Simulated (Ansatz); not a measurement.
# A workflow on B2H3SClO (SMILES BSB(O)Cl)

Aim: a single-point energy (singlet B2H3SClO, MP2/6-31G**), then the energy (doublet Cl, UMP2/6-31G**), then a single-point energy (doublet Cl, UMP2/6-31G**), then a single-point energy (doublet B2H3SO, UMP2/6-31G**), then a single-point energy (doublet B2H3SO, UMP2/6-31G**) of B2ClH3OS and its partners. 

The results are computed with Ansatz 0.2.0.

### Step 1. Starting point

The species is B2H3SClO (8 atoms), meant as a singlet with charge 0. As SMILES, `BSB(O)Cl`. The coordinates come from a PBE0-D4/def2-TZVP relaxation. This is one conformer, not always the lowest.

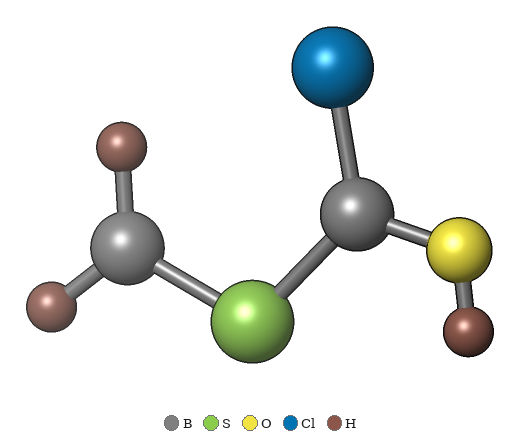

Viewed from a chosen angle; boron grey, sulfur green, oxygen yellow, chlorine blue, hydrogen brown.

### Step 2. The energy at MP2/6-31G(d,p) (Cartesian functions) (run 1)

run.yaml

```yaml
crystal:
  periodic: [false, false, false]
  atoms:
    - {symbol: B, position_ang: [-0.692400, 0.046900, 1.667900]}
    - {symbol: S, position_ang: [-1.023900, 0.057700, -0.080400]}
    - {symbol: B, position_ang: [0.593700, -0.049400, -0.954900]}
    - {symbol: O, position_ang: [0.593200, -0.057300, -2.300500]}
    - {symbol: Cl, position_ang: [2.142800, -0.141200, -0.151500]}
    - {symbol: H, position_ang: [0.415800, -0.020700, 2.088900]}
    - {symbol: H, position_ang: [-1.653800, 0.111600, 2.368200]}
    - {symbol: H, position_ang: [-0.283200, -0.004800, -2.693500]}
basis:
  gaussian:
    orbitals: 6-31G_st__st_.json
correlation:
  method: mp2
```

The basis set 6-31G** is read from a file made from the Basis Set Exchange's data (not shown).

Run with:

```
ansatz run run.yaml --threads 1 --pin off --max-ram 2610MiB --events-out events.jsonl --progress --plain --runs-dir runs
```

Log:

```text
Warning: RAYON_NUM_THREADS=1 ignored (pool sized by the plan → 1); use --threads N
Functional definition: HF
  name "HF"
  exchange = exact_x
  correlation = 0
899 factors; integrals over basis functions are off by at most 1.2e-3 eV
mean field evaluation 1: about -26749.1554 eV, gradient 3.3e1 eV
mean field evaluation 2: about -26749.2194 eV, gradient 3.3e1 eV
mean field evaluation 4: about -26751.8515 eV, gradient 3.3e0 eV
mean field evaluation 8: about -26751.8972 eV, gradient 2.3e-1 eV
mean field -26751.89759301 eV, -983.1141034556 hartree, gradient 1.2e-6 eV, S^2 0.000000; 0 other end points of the search recorded, 0 dependent functions left out
13 core orbitals not correlated: weight in the atoms' cores, before any rotation towards them, 1.000 or more for the frozen orbitals, at most 0.000 for the correlated occupied ones
reference -26751.89759301 eV, -983.1141034556 hartree; 14, 14 occupied and 71, 71 virtual orbitals, 899 factors
second order -16.31555689 eV of doubles, -0.00000000 eV of singles
Total energy: -26768.21314990 eV, -983.7136891123 hartree
```

Wall time 2 s (1 thread of Intel Xeon Platinum 8259CL at 2.50GHz (Skylake/Cascade Lake), shared host); peak memory 0.17 GiB.

### Step 3. The Cl atom: a single-point energy at UMP2/6-31G(d,p) (Cartesian functions) (run 2)

in.yaml

```yaml
crystal:
  periodic: [false, false, false]
  atoms:
    - {symbol: Cl, position_ang: [2.142800, -0.141200, -0.151500]}
basis:
  gaussian:
    orbitals: 6-31G_st__st_.json
magnetization:
  spin_polarized: true
  initial_magnetization: 1
correlation:
  method: mp2
```

The basis set 6-31G** is read from a file made from the Basis Set Exchange's data (not shown).

Run the same way, it converges to -459.55243 Eh (log not shown).

### Step 4. Cl among ghost functions: a single-point energy at UMP2/6-31G(d,p) (Cartesian functions, with ghost functions) (run 3)

in.yaml

```yaml
crystal:
  periodic: [false, false, false]
  atoms:
    - {symbol: Cl, position_ang: [2.142800, -0.141200, -0.151500]}
basis:
  gaussian:
    orbitals: 6-31G_st__st_.json
    ghost_atoms: [{symbol: B, position_ang: [-0.692400, 0.046900, 1.667900]}, {symbol: S, position_ang: [-1.023900, 0.057700, -0.080400]}, {symbol: B, position_ang: [0.593700, -0.049400, -0.954900]}, {symbol: O, position_ang: [0.593200, -0.057300, -2.300500]}, {symbol: H, position_ang: [0.415800, -0.020700, 2.088900]}, {symbol: H, position_ang: [-1.653800, 0.111600, 2.368200]}, {symbol: H, position_ang: [-0.283200, -0.004800, -2.693500]}]
magnetization: {spin_polarized: true, initial_magnetization: 1}
correlation: {method: mp2}
```

The basis set 6-31G** is read from a file made from the Basis Set Exchange's data (not shown).

Run the same way, it converges to -459.55897 Eh (log not shown).

### Step 5. B2H3SO: the energy at UMP2/6-31G(d,p) (Cartesian functions) (run 4)

run.yaml: that of step 2 with these lines changed.

```diff
@@ -7,3 +7,2 @@
     - {symbol: O, position_ang: [0.593200, -0.057300, -2.300500]}
-    - {symbol: Cl, position_ang: [2.142800, -0.141200, -0.151500]}
     - {symbol: H, position_ang: [0.415800, -0.020700, 2.088900]}
@@ -14,2 +13,5 @@
     orbitals: 6-31G_st__st_.json
+magnetization:
+  spin_polarized: true
+  initial_magnetization: 1
 correlation:
```

The basis set 6-31G** is read from a file made from the Basis Set Exchange's data (not shown).

Run with:

```
ansatz run run.yaml --threads 1 --pin off --max-ram 2610MiB --events-out events.jsonl --progress --plain --runs-dir runs
```

Log:

```text
Warning: RAYON_NUM_THREADS=1 ignored (pool sized by the plan → 1); use --threads N
[... 4 set-up lines as earlier in the session ...]
735 factors; integrals over basis functions are off by at most 1.2e-3 eV
mean field evaluation 1: about -14242.7684 eV, gradient 2.2e1 eV
mean field evaluation 2: about -14242.8184 eV, gradient 2.2e1 eV
mean field evaluation 4: about -14245.5969 eV, gradient 3.0e0 eV
mean field evaluation 8: about -14245.7313 eV, gradient 4.4e-1 eV
mean field evaluation 16: about -14245.7368 eV, gradient 1.9e-6 eV
mean field -14245.73678670 eV, -523.5211708038 hartree, gradient 1.9e-6 eV, S^2 0.754615; 0 other end points of the search recorded, 0 dependent functions left out
8 core orbitals not correlated: weight in the atoms' cores, before any rotation towards them, 1.000 or more for the frozen orbitals, at most 0.000 for the correlated occupied ones
reference -14245.73678670 eV, -523.5211708038 hartree; 11, 10 occupied and 60, 61 virtual orbitals, 735 factors
second order -12.21052598 eV of doubles, -0.00000000 eV of singles
Total energy: -14257.94731268 eV, -523.9698993570 hartree
```

It took 1.8 s on 1 thread of Intel Xeon Platinum 8259CL at 2.50GHz (Skylake/Cascade Lake), shared host; peak memory 0.15 GiB.

### Step 6. B2H3SO among ghost functions: a single-point energy at UMP2/6-31G(d,p) (Cartesian functions, with ghost functions) (run 5)

in.yaml

```yaml
crystal:
  periodic: [false, false, false]
  atoms:
    - {symbol: B, position_ang: [-0.692400, 0.046900, 1.667900]}
    - {symbol: S, position_ang: [-1.023900, 0.057700, -0.080400]}
    - {symbol: B, position_ang: [0.593700, -0.049400, -0.954900]}
    - {symbol: O, position_ang: [0.593200, -0.057300, -2.300500]}
    - {symbol: H, position_ang: [0.415800, -0.020700, 2.088900]}
    - {symbol: H, position_ang: [-1.653800, 0.111600, 2.368200]}
    - {symbol: H, position_ang: [-0.283200, -0.004800, -2.693500]}
basis:
  gaussian:
    orbitals: 6-31G_st__st_.json
    ghost_atoms: [{symbol: Cl, position_ang: [2.142800, -0.141200, -0.151500]}]
magnetization:
  spin_polarized: true
  initial_magnetization: 1
correlation:
  method: mp2
```

The basis set 6-31G** is read from a file made from the Basis Set Exchange's data (not shown).

Run with:

```
ansatz run in.yaml --threads 1 --pin off --max-ram 2610MiB --events-out events.jsonl --progress --plain --runs-dir runs
```

Log:

```text
Warning: RAYON_NUM_THREADS=1 ignored (pool sized by the plan → 1); use --threads N
[... 4 set-up lines as earlier in the session ...]
835 factors; integrals over basis functions are off by at most 1.2e-3 eV
mean field evaluation 1: about -14242.8039 eV, gradient 2.2e1 eV
mean field evaluation 2: about -14242.8528 eV, gradient 2.2e1 eV
mean field evaluation 4: about -14245.6313 eV, gradient 3.0e0 eV
mean field evaluation 8: about -14245.7669 eV, gradient 4.4e-1 eV
mean field evaluation 16: about -14245.7723 eV, gradient 1.8e-6 eV
mean field -14245.77234280 eV, -523.5224774667 hartree, gradient 1.8e-6 eV, S^2 0.754717; 0 other end points of the search recorded, 0 dependent functions left out
8 core orbitals not correlated: weight in the atoms' cores, before any rotation towards them, 1.000 or more for the frozen orbitals, at most 0.000 for the correlated occupied ones
reference -14245.77234280 eV, -523.5224774667 hartree; 11, 10 occupied and 79, 80 virtual orbitals, 835 factors
second order -12.26658808 eV of doubles, -0.00000000 eV of singles
Total energy: -14258.03893088 eV, -523.9732662639 hartree
```

It took 2.5 s on 1 thread of Intel Xeon Platinum 8259CL at 2.50GHz (Skylake/Cascade Lake), shared host; peak memory 0.18 GiB.

### Step 7. Results

| quantity | value |
| --- | --- |
| run 1, MP2/6-31G**: total energy | -983.71369 Eh |
| run 1, MP2/6-31G**: correlation energy (13 core orbitals frozen) | -599.6 mEh |
| Cl atom: total energy | -459.55243 Eh |
| Cl atom: correlation energy (5 core orbitals frozen) | -104.5 mEh |
| Cl atom: ⟨S²⟩ of the reference determinant | 0.755 |
| Cl among ghost functions: total energy | -459.55897 Eh |
| Cl among ghost functions: correlation energy (5 core orbitals frozen) | -109.8 mEh |
| Cl among ghost functions: ⟨S²⟩ of the reference determinant | 0.757 |
| B2H3SO: total energy | -523.96990 Eh |
| B2H3SO: correlation energy (8 core orbitals frozen) | -448.7 mEh |
| B2H3SO: ⟨S²⟩ of the reference determinant | 0.755 |
| B2H3SO among ghost functions: total energy | -523.97327 Eh |
| B2H3SO among ghost functions: correlation energy (8 core orbitals frozen) | -450.8 mEh |
| B2H3SO among ghost functions: ⟨S²⟩ of the reference determinant | 0.755 |
| interaction energy of the rigid parts Cl and B2H3SO (parts in their own basis; closest atoms 1.75 Å apart) | -5.207 eV |
| interaction energy of the rigid parts Cl and B2H3SO (parts in the whole basis, counterpoise; closest atoms 1.75 Å apart) | -4.938 eV |

**Reading.** The interaction energy of the rigid parts Cl and B2H3SO (parts in their own basis; closest atoms 1.75 Å apart) is −5.21 eV (−502 kJ/mol): the parts attract. Without counterpoise this holds the superposition error of the basis. The interaction energy of the rigid parts Cl and B2H3SO (parts in the whole basis, counterpoise; closest atoms 1.75 Å apart) is −4.94 eV (−114 kcal/mol): the parts attract. The basis-set superposition error is 26.0 kJ/mol.
